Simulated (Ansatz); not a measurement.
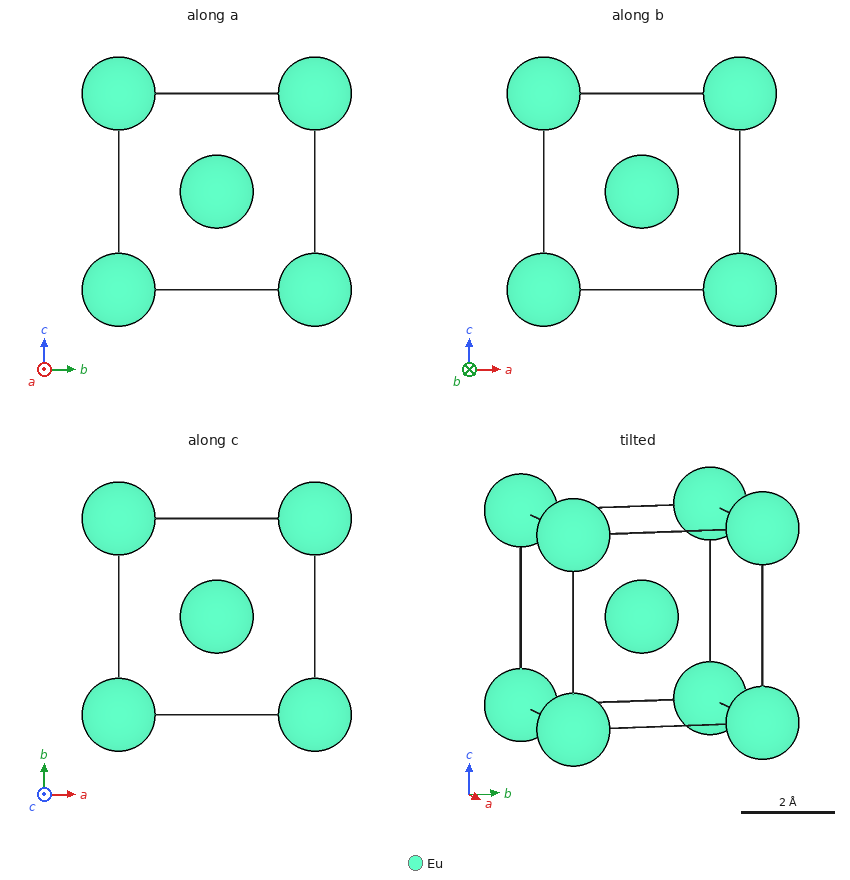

Drawn in the spheres-only manner and seen along the a axis, along the b axis, along the c axis and slightly off an axis. The conventional unit cell is drawn as a box.

Lattice parameters: a = 4.236 Å, b = 4.236 Å, c = 4.236 Å, α = 90.00°, β = 90.00°, γ = 90.00°. Put a along x and b in the xy plane.

Q: Record the structure as a POSCAR file.

A:
```
Eu
1.0
     4.236    0.000    0.000
     0.000    4.236    0.000
     0.000    0.000    4.236
Eu
2
Direct
  0.0000 0.0000 0.0000
  0.5000 0.5000 0.5000
```

Starting structure: the standard structure of this element. Earlier steps of the study may have refined or changed the cell and positions. A calculation with Ansatz used it as input.
